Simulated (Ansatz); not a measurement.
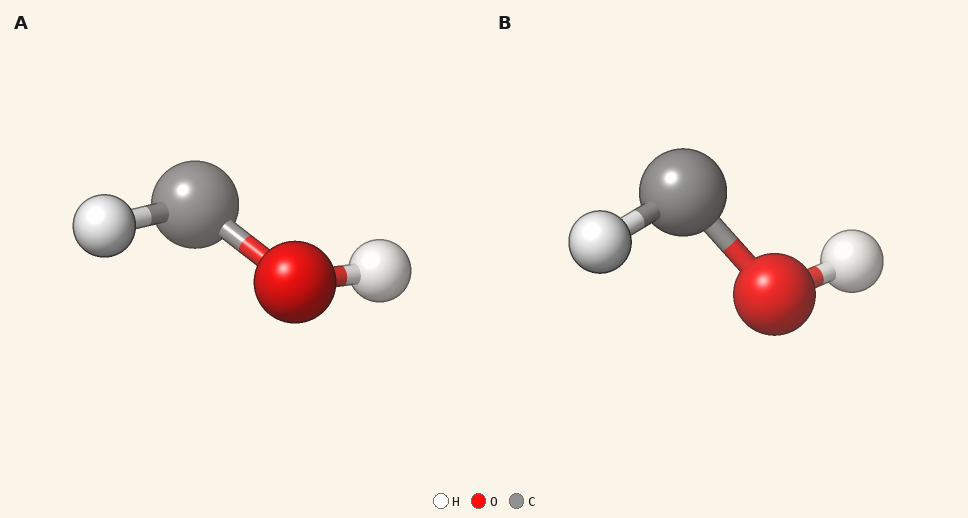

Distant atoms are faded towards the background colour. The computed structure is the end point of a PBE0-D4/def2-TZVP optimisation.

**Are A and B the same structure? If not, how do they differ?**

Yes. They are the same structure, CH2O, seen from two directions. With point group Cs it is achiral, so its mirror image would be the same too.
